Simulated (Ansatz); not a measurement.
# AsH₂ (doublet): one geometry, many settings at scale of all distances = 1.000

Aim: run AsH₂ (doublet) at one geometry under a spread of methods and options, and see what each costs and gives.

Program: Ansatz 0.2.0, Gaussian basis. Level of theory: the settings change from run to run. These are calculated values, not measurements.

22 further runs of the same task are left out: 4 for a known fault of the program, 12 that didn't finish, 6 set aside as unsound or not needed.

### Step 1. The system

The geometry derives from a PBE0/def2-TZVP stationary point (not a proven minimum). All distances are scaled together. No spin-orbit coupling is included. The filled d shell of As may be among the frozen orbitals whatever the setting's name suggests; the logs give the count.

3 atoms, charge 0, spin multiplicity 2.

Atoms are counted from 1 here; the program's logs count them from 0.

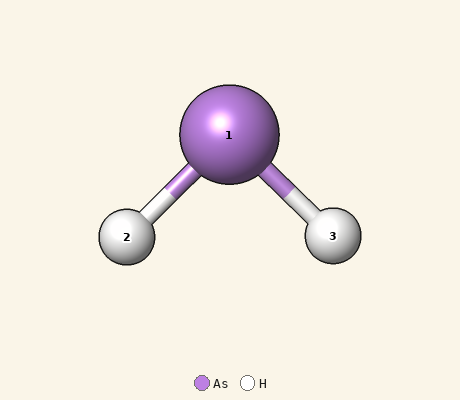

The geometry (arsenic purple, hydrogen white); atoms are numbered from 1 in the order of the file.

### Step 2. MRCISD+Q(5,6)/cc-pVDZ

File in.yaml:

```yaml
crystal:
  periodic: [false, false, false]
  atoms:
    - {symbol: As, position_ang: [0.000000, -0.028104, 0.000000]}
    - {symbol: H, position_ang: [0.000000, 1.044500, -1.085896]}
    - {symbol: H, position_ang: [0.000000, 1.044492, 1.085904]}
basis:
  gaussian: {orbitals: cc-pVDZ}
magnetization: {spin_polarized: false, initial_magnetization: 1}
correlation: {method: fic_mrcisd_q, electrons: outside_noble_gas, active_space: {window: {electrons: 5, orbitals: 6}, states: [{multiplicity: 2, weights: [1, 1, 1]}, {multiplicity: 4, weights: [1]}]}}
scf: {lower_state_search: full}
```

The run is started by

```console
$ ansatz run in.yaml --threads 1 --pin off --events-out ev --progress --plain --max-ram 2393MiB
```

What it wrote, shortened:

```text
Functional definition: HF
  name "HF"
  cite "Fock, Z. Phys. 61, 126 (1930) doi:10.1007/BF01340294"
  parent pbe
[...]
713 factors; integrals over basis functions are off by at most 2.5e-7 eV
[...]
mean field -60825.79439678 eV, -2235.3067148774 hartree, gradient 1.8e-6 eV, S^2 0.750000; 3 other end points of the search recorded, 0 dependent functions left out
reference -60825.79439678 eV, -2235.3067148774 hartree; 18, 17 occupied and 19, 20 virtual orbitals, 713 factors
state -60826.59861248 eV, -2235.3362692591 hartree
state -60823.31584387 eV, -2235.2156297379 hartree
state -60821.25473027 eV, -2235.1398852102 hartree
contracted CI cycle   1: correlation 0.00000000 eV, 0.0000000000 hartree, residual 1.21e1 eV
contracted CI cycle   2: correlation -2.52987955 eV, -0.0929713588 hartree, residual 2.07e0 eV
contracted CI cycle   3: correlation -2.60220215 eV, -0.0956291653 hartree, residual 4.75e-1 eV
contracted CI cycle   4: correlation -2.60627203 eV, -0.0957787305 hartree, residual 1.40e-1 eV
contracted CI cycle   5: correlation -2.60662657 eV, -0.0957917596 hartree, residual 3.81e-2 eV
contracted CI cycle   6: correlation -2.60665282 eV, -0.0957927242 hartree, residual 1.02e-2 eV
contracted CI cycle   7: correlation -2.60665465 eV, -0.0957927914 hartree, residual 2.67e-3 eV
contracted CI cycle   8: correlation -2.60665477 eV, -0.0957927958 hartree, residual 6.60e-4 eV
[...]
contracted CI cycle   2: correlation -2.69344975 eV, -0.0989824526 hartree, residual 2.23e0 eV
contracted CI cycle   3: correlation -2.79012924 eV, -0.1025353584 hartree, residual 5.22e-1 eV
contracted CI cycle   4: correlation -2.79544171 eV, -0.1027305880 hartree, residual 1.38e-1 eV
contracted CI cycle   5: correlation -2.79578861 eV, -0.1027433364 hartree, residual 3.28e-2 eV
contracted CI cycle   6: correlation -2.79580797 eV, -0.1027440477 hartree, residual 7.92e-3 eV
contracted CI cycle   7: correlation -2.79580913 eV, -0.1027440904 hartree, residual 1.92e-3 eV
contracted CI cycle   8: correlation -2.79580920 eV, -0.1027440931 hartree, residual 5.09e-4 eV
state -60821.25473027 eV, -2235.1398852102 hartree; corrected -60824.23385491 eV, -2235.2493660216 hartree
state -60820.51519829 eV, -2235.1127079114 hartree
contracted CI cycle   1: correlation 0.00000000 eV, 0.0000000000 hartree, residual 1.19e1 eV
contracted CI cycle   2: correlation -2.54991136 eV, -0.0937075140 hartree, residual 2.00e0 eV
contracted CI cycle   3: correlation -2.62524105 eV, -0.0964758293 hartree, residual 4.63e-1 eV
contracted CI cycle   4: correlation -2.62970382 eV, -0.0966398329 hartree, residual 1.35e-1 eV
contracted CI cycle   5: correlation -2.63007083 eV, -0.0966533203 hartree, residual 3.78e-2 eV
contracted CI cycle   6: correlation -2.63009913 eV, -0.0966543604 hartree, residual 9.74e-3 eV
contracted CI cycle   7: correlation -2.63010110 eV, -0.0966544327 hartree, residual 2.61e-3 eV
contracted CI cycle   8: correlation -2.63010125 eV, -0.0966544381 hartree, residual 7.17e-4 eV
state -60820.51519829 eV, -2235.1127079114 hartree; corrected -60823.29948604 eV, -2235.2150285989 hartree
Total energy: -60825.79539741 eV, -2235.3067516498 hartree
```

Run time: 6.5 s. Hardware: 1 thread of Arm Neoverse V1, shared host.

From the report: 76 determinants; active occupations (of the averaged states) 1.77, 1.48, 1.39, 0.32, 0.03, 0.01.

### Step 3. NEVPT2(5,4)/cc-pVDZ

File in.yaml:

```yaml
crystal:
  periodic: [false, false, false]
  atoms:
    - {symbol: As, position_ang: [0.000000, -0.028104, 0.000000]}
    - {symbol: H, position_ang: [0.000000, 1.044500, -1.085896]}
    - {symbol: H, position_ang: [0.000000, 1.044492, 1.085904]}
basis:
  gaussian: {orbitals: cc-pVDZ}
magnetization: {spin_polarized: false, initial_magnetization: 1}
correlation: {method: sc_nevpt2, electrons: outside_noble_gas, active_space: {window: {electrons: 5, orbitals: 4}}}
output: {forces: true}
```

Launched as before.

What it wrote, shortened:

```text
Functional definition: HF
  name "HF"
  cite "Fock, Z. Phys. 61, 126 (1930) doi:10.1007/BF01340294"
  parent pbe
[...]
417 factors; integrals over basis functions are off by at most 7.0e-4 eV
[...]
mean field -60825.79434857 eV, -2235.3067131056 hartree, gradient 8.1e-6 eV, S^2 0.750000; 0 other end points of the search recorded, 0 dependent functions left out
reference -60825.79434857 eV, -2235.3067131056 hartree; 18, 17 occupied and 19, 20 virtual orbitals, 417 factors
state -60826.28072091 eV, -2235.3245869597 hartree
state -60826.28072091 eV, -2235.3245869597 hartree; corrected -60828.58124469 eV, -2235.4091296490 hartree
[...]
WARN: the results are in doubt because the forces break the atoms' symmetry
Total energy: -60828.58124469 eV, -2235.4091296490 hartree
Atom 0 at     0.000000    -0.028104     0.000000 Å, force     0.000000    -0.107163    -0.248387 eV/Å
Atom 1 at     0.000000     1.044500    -1.085896 Å, force    -0.000000    -0.069091     0.002894 eV/Å
Atom 2 at     0.000000     1.044492     1.085904 Å, force    -0.000000     0.176253     0.245493 eV/Å
Dipole moment:    -0.000000     0.085206    -0.002181 e Å
In doubt: the forces break the atoms' symmetry
```

Wall time 1.6 s (1 thread of Arm Neoverse V1, shared host).

From the report: 12 determinants; active occupations 2.00, 1.97, 1.00, 0.03. Mind the lines of doubt at the end of the log.

### Step 4. CCSDTQ on UHF/STO-3G

File in.yaml:

```yaml
crystal:
  periodic: [false, false, false]
  atoms:
    - {symbol: As, position_ang: [0.000000, -0.028104, 0.000000]}
    - {symbol: H, position_ang: [0.000000, 1.044500, -1.085896]}
    - {symbol: H, position_ang: [0.000000, 1.044492, 1.085904]}
basis:
  gaussian: {orbitals: STO-3G}
magnetization: {spin_polarized: true, initial_magnetization: 1}
hamiltonian: {pseudopotentials: {relativity: none}}
correlation: {method: ccsdtq, electrons: outside_noble_gas}
```

Same command.

What it wrote, shortened:

```text
Functional definition: HF
  name "HF"
  cite "Fock, Z. Phys. 61, 126 (1930) doi:10.1007/BF01340294"
  parent pbe
[...]
227 factors; integrals over basis functions are off by at most 3.7e-8 eV
[...]
mean field -60148.29307128 eV, -2210.4090003921 hartree, gradient 4.2e-6 eV, S^2 0.758584; 0 other end points of the search recorded, 0 dependent functions left out
14 core orbitals not correlated: weight in the atoms' cores, before any rotation towards them, 0.992 or more for the frozen orbitals, at most 0.004 for the correlated occupied ones
reference -60148.29307128 eV, -2210.4090003921 hartree; 4, 3 occupied and 2, 3 virtual orbitals, 227 factors
second order -0.71923224 eV of doubles, -0.00000000 eV of singles
cycle   1  -0.96886068 eV  change   -2.5e-1 eV  update   4.5e-2
[...]
cycle  11  -1.13227816 eV  change   -1.2e-7 eV  update   1.6e-7
Total energy: -60149.42534944 eV, -2210.4506108470 hartree
```

Run time: 5.5 s. Hardware: 1 thread of Arm Neoverse V1, shared host.

From the report: ⟨S²⟩ of the determinant 0.759 (pure doublet: 0.75); correlation -1.1323 eV; T1 0.007; largest double amplitude 0.09.

### Step 5. NEVPT2(3,10)/cc-pVDZ

File in.yaml:

```yaml
crystal:
  periodic: [false, false, false]
  atoms:
    - {symbol: As, position_ang: [0.000000, -0.028104, 0.000000]}
    - {symbol: H, position_ang: [0.000000, 1.044500, -1.085896]}
    - {symbol: H, position_ang: [0.000000, 1.044492, 1.085904]}
basis:
  gaussian: {orbitals: cc-pVDZ}
magnetization: {spin_polarized: false, initial_magnetization: 1}
hamiltonian: {pseudopotentials: {relativity: scalar}}
correlation: {method: sc_nevpt2, electrons: valence, active_space: {window: {electrons: 3, orbitals: 10}, states: [{multiplicity: 2, weights: [1, 1, 1, 1]}]}}
accuracy: high
```

Launched as before.

What it wrote, shortened:

```text
Functional definition: HF
  name "HF"
  cite "Fock, Z. Phys. 61, 126 (1930) doi:10.1007/BF01340294"
  parent pbe
[...]
726 factors; integrals over basis functions are off by at most 4.5e-9 eV
[...]
mean field -61353.80178276 eV, -2254.7106284158 hartree, gradient 7.0e-8 eV, S^2 0.750000; 0 other end points of the search recorded, 0 dependent functions left out
reference -61353.80178276 eV, -2254.7106284158 hartree; 18, 17 occupied and 19, 20 virtual orbitals, 726 factors
state -61354.63568736 eV, -2254.7412738448 hartree
state -61351.21443145 eV, -2254.6155450092 hartree
state -61348.93228868 eV, -2254.5316778092 hartree
state -61347.88125064 eV, -2254.4930528736 hartree
state -61354.63568736 eV, -2254.7412738448 hartree; corrected -61357.14742260 eV, -2254.8335784124 hartree
state -61351.21443145 eV, -2254.6155450092 hartree; corrected -61353.83456052 eV, -2254.7118329765 hartree
state -61348.93228868 eV, -2254.5316778092 hartree; corrected -61351.46500526 eV, -2254.6247534268 hartree
state -61347.88125064 eV, -2254.4930528736 hartree; corrected -61350.62403699 eV, -2254.5938484128 hartree
Total energy: -61353.26775634 eV, -2254.6910033071 hartree
Relativity: scalar
```

It took 6.5 s on 1 thread of Arm Neoverse V1, shared host.

From the report: 114 determinants; active occupations (of the averaged states) 1.70, 0.76, 0.26, 0.25, 0.01, 0.01, 0.00, 0.00, 0.00, 0.00.

### Step 6. All runs side by side

Where basis and cores are those of an earlier FCI/cc-pVDZ run (-60829.3256 eV), and the state is the same kind, the miss against it is given. † marks a result that the program doubts.

| level | correlated | functions | energy (eV) | from FCI (meV) | time |
| --- | --- | --- | --- | --- | --- |
| MRCISD+Q(5,6)/cc-pVDZ (mean of several states) | outside noble gas | 37 | -60825.7954 |  | 6.5 s |
| NEVPT2(5,4)/cc-pVDZ † | outside noble gas | 37 | -60828.5812 | 744.3 | 1.6 s |
| CCSDTQ on UHF/STO-3G | outside noble gas | 20 | -60149.4253 |  | 5.5 s |
| NEVPT2(3,10)/cc-pVDZ (mean of several states, relativity set) | valence | 37 | -61353.2678 |  | 6.5 s |

### Step 7. Summary of results

```
quantity                                                  value
    runs                                                      4
quickest                           NEVPT2(5,4)/cc-pVDZ †, 1.6 s
 slowest  MRCISD+Q(5,6)/cc-pVDZ (mean of several states), 6.5 s
```

In words: Total energies in different bases, with other cores or another treatment of relativity can't be set against each other. MRCISD+Q(5,6)/cc-pVDZ (mean of several states) took 4 times as long as NEVPT2(5,4)/cc-pVDZ †; the jobs differ in more than the method.
